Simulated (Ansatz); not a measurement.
**Scan of one atom of the cell for CsSnI3 (cubic perovskite)**

Starting cell, CsSnI₃ (cubic perovskite):

```yaml
crystal:
  lattice:
    - [6.27122, 0.00000, 0.00000]
    - [0.00000, 6.27122, 0.00000]
    - [0.00000, 0.00000, 6.27122]
  atoms:
    - { symbol: Cs, position: [0.00000, 0.00000, 0.00000] }
    - { symbol: Sn, position: [0.50000, 0.50000, 0.50000] }
    - { symbol: I, position: [0.00000, 0.50000, 0.50000] }
    - { symbol: I, position: [0.50000, 0.50000, 0.00000] }
    - { symbol: I, position: [0.50000, 0.00000, 0.50000] }
```

In this cell atom 5 (I, nearest neighbour Sn at 3.136 Å; its periodic images, 6.3 Å or more away, move with it) is moved by s along Cartesian x, unit vector (1.000, 0.000, 0.000); all other atoms and the cell stay fixed.

All values below come from PBE (plane waves to 420 eV, PAW, scalar-relativistic; Ansatz, a program for electronic structure). k mesh 5×5×5 (Γ-centred), Fermi-Dirac smearing 0.05 eV. Energies are smeared free energies. CsSnI3 was relaxed with its symmetry unable to fall. Spin-orbit coupling is left out, though I is heavy. The PAW data are Ansatz's earlier set. This is a high-temperature form of CsSnI3. ΔE is measured from the undisplaced structure.

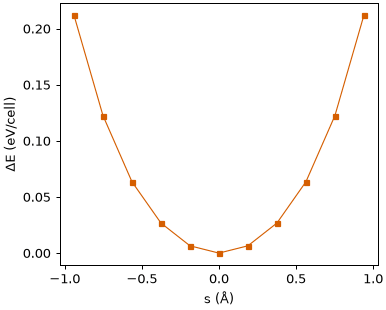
Figure: ΔE (eV/cell) against s (Å); markers are the computed points, lines only join them.

The force constant k = d²E/ds² at s = 0 (finite differences) is 0.36 eV/Å² and the energy at s = 0.940 Å comes out as 212.0 meV/cell. The force along the line at s = -0.940 Å is 0.574 eV/Å. Symmetry of the curve: even: the same for both signs. Harmonic estimate at the end of the scan: ½ks² = 161.0 meV/cell against the computed 212.0 meV/cell, so the well is stiffer than harmonic there.

With its periodic images moving along, the atom's site symmetry in this cell is 4/mmm.

(A displaced cell: forces are minus the slopes of the energy, force constants its curvatures, and phonons follow from these.)
